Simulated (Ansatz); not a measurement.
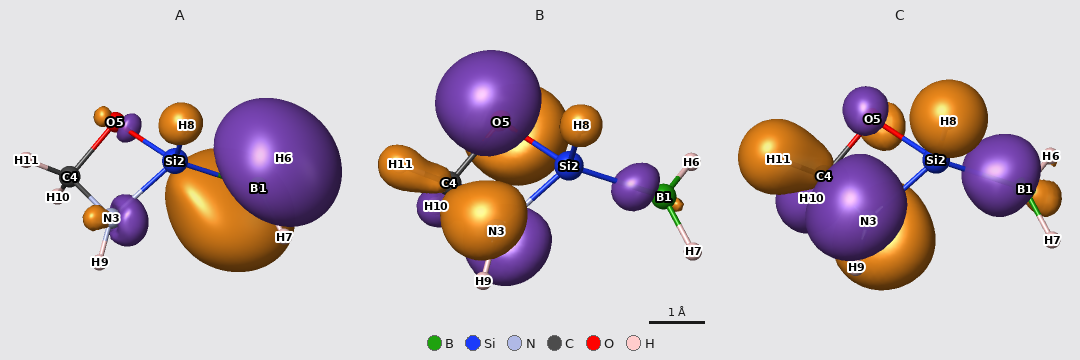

Figure 1: CH6BNOSi (SMILES B[SiH]1NCO1). Three frontier orbitals at ±0.1 Å⁻³ᐟ² (orange and purple are the two phases), in no order.

Level of theory: RKS B3LYP/6-31G in Ansatz 0.2.0.

```xyz
11

B    -2.1415   -0.2351    0.0763
Si   -0.1974   -0.6846    0.3714
N     0.6687   -1.3971   -1.0259
C     0.9227   -2.6710   -0.3269
O     0.2185   -2.3434    0.9425
H    -3.0036   -0.6867    0.7650
H    -2.4518    0.4891   -0.8213
H     0.5216    0.3813    1.1810
H     0.9641   -1.1687   -1.9593
H     0.4623   -3.5455   -0.8010
H     1.9813   -2.8682   -0.1181
```

Q: Order the three orbitals by energy and name them.

A: B is the HOMO−1 (−7.03 eV). Its weight (Hirshfeld) is mainly on O5 (about 65 %) and N3 (about 15 %); largely a lone pair of O5. C is the HOMO (−6.07 eV). Its weight (Hirshfeld) is mainly on N3 (about 50 %) and C4 (about 10 %). A is the LUMO (−2.64 eV). By Hirshfeld shares it lies mainly on B1 (about 65 %), H6 (about 5 %) and H7 (about 5 %).

Q: What is the HOMO–LUMO gap?

A: 3.43 eV between the orbital energies.
